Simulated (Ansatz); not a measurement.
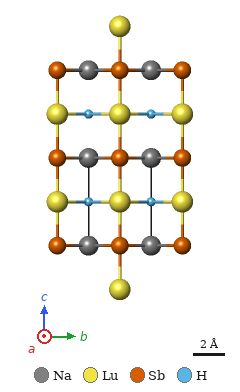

Solid NaLuSbH (a generated structure, set up in P4/mmm), before the relaxation. A ball-and-stick model of the cell of the calculation, repeated 1 × 1 × 2 with one cell outlined, seen along the a axis.

Method: Ansatz, DFT PBE, scalar-relativistic, plane waves, PAW.

Input file:
```yaml
crystal:
  lattice:
    - [4.1111845515, 0.0, 0.0]
    - [0.0, 4.1111845515, 0.0]
    - [0.0, 0.0, 5.7670369232]
  atoms:
    - { symbol: Na, position: [0.0, 0.0, 0.0] }
    - { symbol: Lu, position: [0.5, 0.5, 0.5] }
    - { symbol: Sb, position: [0.5, 0.5, 0.0] }
    - { symbol: H, position: [0.0, 0.0, 0.5] }
basis:
  ecutwfc: 420
kpoints:
  mp_grid: { grid: [12, 12, 8] }
hamiltonian:
  xc: pbe
scf:
  occupations: { method: gaussian, width: 0.1 }
output:
  forces: true
  stress: true
  eigenvalues: true
relax:
  adjacent_minimum: "off"
  f_tol: 0.01
  max_steps: 80
  cell: { stress_tol: 0.05 }
```

Command:
```bash
ansatz run input.yaml --threads 1 --pin off --max-ram 2048MiB --backend cpu --events-out ev --progress --plain --runs-dir out
```

Q: Where does the relaxation end?

A: After 3 accepted moves (4 points after the start) the energy has fallen by 0.3 meV per atom. All forces vanish by symmetry, so only the cell relaxes. The pressure goes from 0.20 to −0.01 GPa. The SCF was repeated once at an unchanged geometry on a basis and grid sized afresh for the cell, which shifted the energy by 0.1 meV per atom at most. The atoms keep their places relative to the cell (all moves are under 0.005 Å). Cell: a = b 4.111 → 4.132 Å (+0.5 %), c 5.767 → 5.759 Å (−0.1 %). Volume +0.9 %. Near-neighbour distances that change, for instance: Na1–Sb3 2.907 → 2.922 Å, Lu2–H4 2.907 → 2.922 Å. The space group stays P4/mmm (No. 123). The run took 110 s on 1 thread of Arm Neoverse V2 (shared host), peak memory 0.6 GiB.

The structure at the end:

```
CELL_PARAMETERS angstrom
4.13231 0.00000 0.00000
0.00000 4.13231 0.00000
0.00000 0.00000 5.75933
ATOMIC_POSITIONS crystal
Na 0.00000 0.00000 0.00000
Lu 0.50000 0.50000 0.50000
Sb 0.50000 0.50000 0.00000
H 0.00000 0.00000 0.50000
```
